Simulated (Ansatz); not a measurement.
**Response to strain in WC**

The reference is WC (space group P-6m2, No. 187; relaxed with 0.1 eV smearing).

```yaml
crystal:
  lattice:
    - [2.91308, 0.00000, 0.00000]
    - [-1.45654, 2.52280, 0.00000]
    - [0.00000, 0.00000, 2.83585]
  atoms:
    - { symbol: W, position: [0.00000, 0.00000, 0.00000] }
    - { symbol: C, position: [0.66667, 0.33333, 0.50000] }
```

Strains are applied to the cell and any free atomic positions relax.

Calculations: r2SCAN (Ansatz, a program for electronic structure), no SOC, earlier PAW set.

Notes on the quantities. energy relative to the base: free energy F.

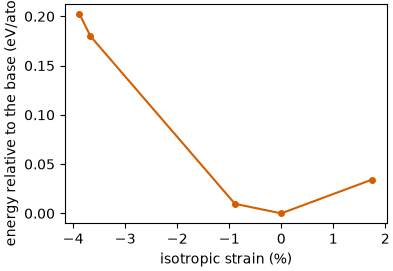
*Energy relative to the base against isotropic strain*

| isotropic strain (%) | energy relative to the base |
|---|---|
| -3.88 | +0.203 eV/atom |
| -3.67 | +180 meV/atom |
| -0.89 | +9.7 meV/atom |
| 1.75 | +34 meV/atom |

Stability against distortions was not tested. All final runs are without spin polarisation.
